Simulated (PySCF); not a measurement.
# RuH3: relaxation and vibrations of the sextet

Where does sextet RuH3 go from a trigonal pyramidal start, is the end point a minimum, and what are its modes, charges and moments?

The runs use PySCF 2.14.0; PBE0, basis Ru def2-TZVP with ECP28, H def2-TZVP, scalar-relativistic core potentials, no spin–orbit coupling, density fitting.

### Step 1. Starting geometry

4 atoms, charge 0, spin multiplicity 6.

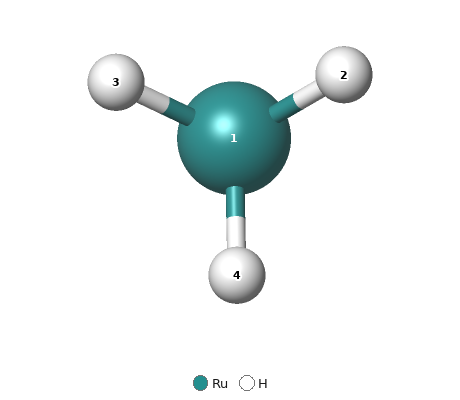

Start geometry, drawn with ruthenium teal, hydrogen white; atoms are numbered from 1 in the order of the file.

Z-matrix (Å, degrees; charge 0 multiplicity 6):
```
Ru
H  1 1.5700
H  1 1.5700 2 99.75
H  1 1.5700 2 99.75 3 -101.77
```

### Step 2. Relaxation: trigonal pyramidal start, sextet

One driver script runs all steps and calls PySCF; scf.py shows how it sets up the SCF of each step. The optimiser is the driver's own. Before each start the driver seeks the lowest SCF state from one or more starting densities and follows internal instabilities, so scf.py alone need not reach the same state.

The program finds C3v symmetry in the start, which this walk keeps.

scf.py reads:

```python
from pyscf import gto, scf, dft
mol = gto.M(atom='''
Ru     0.000000     0.000000    -0.021239
H      1.386209    -0.000008     0.715861
H     -0.693098     1.200496     0.715861
H     -0.693111    -1.200488     0.715861''',
    basis={'Ru': 'def2-TZVP', 'H': 'def2-TZVP'},
    ecp={'Ru': 'def2-TZVP'},
    charge=0, spin=5)
mf = dft.UKS(mol, xc='PBE0')
mf.grids.atom_grid = (50, 194)
aux = {'Ru': 'def2-universal-JKFIT', 'H': 'def2-universal-JKFIT'}
mf = mf.density_fit(auxbasis=aux)
mf.kernel()
```

The optimiser's trace:

```
step  energy (Eh)  change (kJ/mol)  largest symmetric gradient (Eh/bohr)
   0   -96.473991             0.00                               0.04693
   1   -96.494201           -53.06                               0.02282
   2   -96.507105           -86.94                               0.01947
   3   -96.508624           -90.93                               0.01789
   4   -96.509995           -94.53                               0.01401
   5   -96.512439          -100.94                               0.00599
   6   -96.513342          -103.32                               0.00220
   7   -96.513501          -103.73                               0.00102
   8   -96.513568          -103.91                               0.00042
   9   -96.513585          -103.95                               0.00017
  10   -96.513587          -103.96                               0.00006
```

The walk needed 7.3 s of wall time on 4 threads, shared host.

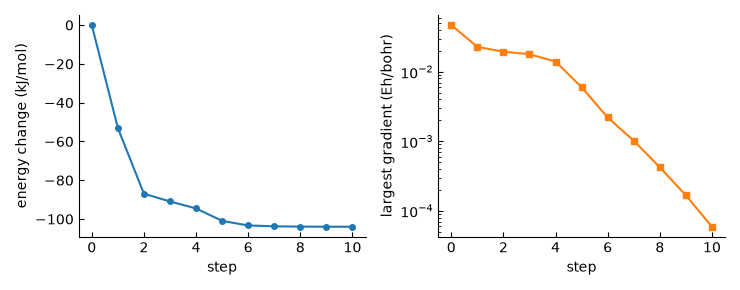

How energy and gradient fall.

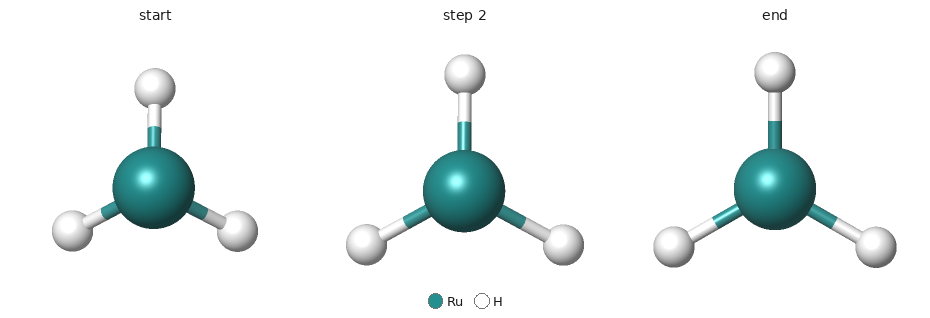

The geometry along the walk, at one scale.

End point (D3h, 10 steps, 104.0 kJ/mol gained): Ru–H 1.699 Å (×3); H–Ru–H 120.0° (×3).

### Step 3. Is it a minimum? Harmonic modes

On the finer grid the gradient is checked again; gradients at displacements of ±0.01 bohr then give force constants and infrared intensities.

Edit scf.py of step 2 so:

```diff
@@ -3,4 +3,4 @@
-Ru     0.000000     0.000000    -0.021239
-H      1.386209    -0.000008     0.715861
-H     -0.693098     1.200496     0.715861
-H     -0.693111    -1.200488     0.715861''',
+Ru     0.000000     0.000000    -0.000000
+H      1.699378    -0.000010    -0.000000
+H     -0.849681     1.471709     0.000000
+H     -0.849697    -1.471700    -0.000000''',
@@ -11 +11 @@
-mf.grids.atom_grid = (50, 194)
+mf.grids.atom_grid = (75, 302)
```

The driver hands on the density of the step before, so the log starts near convergence.

SCF at the final geometry:

```text
init E= -96.5135744784122
[... the frontier-level lines of each cycle are left out ...]
cycle= 1 E= -96.5135744784097  delta_E= 2.52e-12  |g|= 2.92e-06  |ddm|= 3.08e-06
Extra cycle  E= -96.5135744784012  delta_E= 8.47e-12  |g|= 5.4e-06  |ddm|= 5.66e-06
converged SCF energy = -96.5135744784012  <S^2> = 8.7538105  2S+1 = 6.00127
```

The whole step took 6.2 s.

Geometry: D3h; Ru–H 1.699 Å (×3); H–Ru–H 120.0° (×3).

Harmonic modes (main isotopes):

```csv
symmetry,ω (cm⁻¹),IR (km/mol),type
a2'',200,156,bend
e',688,49.6,bend
e',1734,182,stretch
a1',1775,0.0,stretch
```

All wavenumbers are real: a minimum.

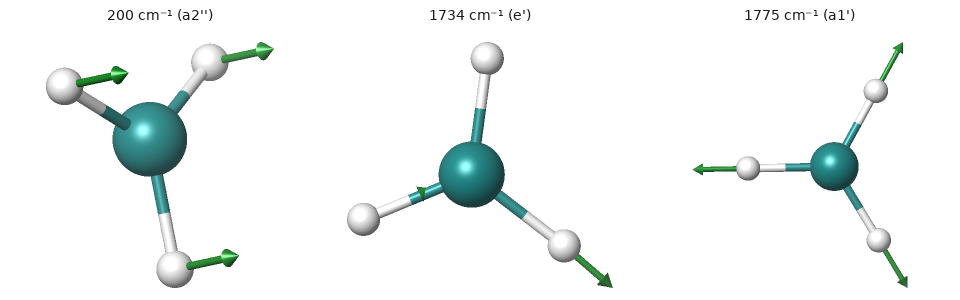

Displacements of 3 of the modes, as arrows (one member where a mode is degenerate).

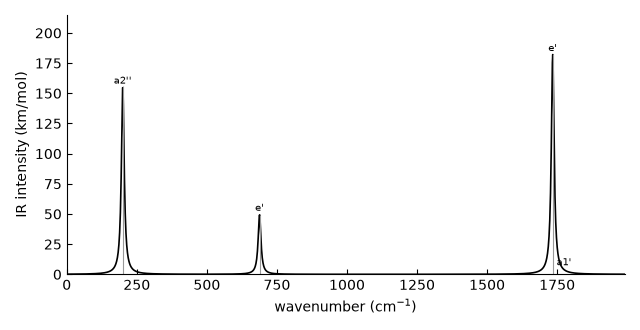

The harmonic infrared spectrum (widths in cm⁻¹). Lines are broadened to a width of 12 cm⁻¹ (Lorentzian).

Constants and moments:

* Dipole moment: 0.00 D
* Highest occupied level: -6.56 eV
* Lowest empty level: -4.42 eV
* Rotational constants: 3.861, 3.861, 1.931 cm⁻¹
* Zero-point energy: 40.8 kJ/mol
* Principal polarisabilities: 27.4, 52.0, 52.0 bohr³
* Atomisation energy without zero-point energy: 567 kJ/mol
* Principal traceless quadrupole moments about the centre of mass: -3.47, -3.47, 6.93 D Å
* Entropy at 298.15 K and 1 bar (electronic part: spin only): 248.3 J/(mol K)
* Heat capacity Cp at 298.15 K: 48.5 J/(mol K)
* Enthalpy at 298.15 K above 0 K: 12.02 kJ/mol
* Rotational symmetry number: 6
* Spin squared ⟨S²⟩: 8.754

Populations by atom (charges in e):

```csv
atom,Mulliken,Löwdin,polar tensor,spin (Mulliken),Mayer order to Ru1
Ru1,0.28,0.21,0.60,4.29,–
"H2,3,4",-0.09,-0.07,-0.20,0.24,0.95
```

Outer orbital energies (eV). α occupied: -12.19, -11.58, -11.58, -11.15, -11.15, -9.83, -6.56, -6.56; empty: -1.43, 1.36, 1.57, 1.57. β occupied: -84.19, -52.29, -52.00, -52.00, -10.01, -9.40, -9.40; empty: -4.42, -4.25, -4.25, -2.77.

Mulliken populations on Ru1 (outside its core potential): s 2.75, p 6.72, d 6.24, f 0.00.

### Step 4. Summary of results

| quantity | value |
| --- | --- |
| minimum | sextet, D3h |
| geometry | Ru–H 1.699 Å (×3); H–Ru–H 120.0° (×3) |
| wavenumbers (cm⁻¹) | 200 (a2''), 688 (e'), 1734 (e'), 1775 (a1') |
| dipole moment | 0.00 D |
| highest occupied, lowest empty level (either spin) | -6.56, -4.42 eV |
| polar-tensor charge of Ru1 | +0.60 e |
| zero-point energy | 40.8 kJ/mol |
| entropy at 298.15 K | 248.3 J/(mol K) |
| atomisation energy (no zero-point energy) | 567 kJ/mol |
| ⟨S²⟩ | 8.754 |

From C3v at the start the molecule goes to a D3h minimum. The strongest infrared band lies at 1734 cm⁻¹ (e', stretch). The dipole vanishes although Ru1 carries +0.6 e by the polar tensor: the bond dipoles cancel. Most of the spin sits on Ru1 (Mulliken spin 4.29, against 5 for the whole molecule). Other starts or spin states, not run here, may lie lower. One determinant may miss the lowest occupation of an open d or f shell.

The search up to here took 17 s.
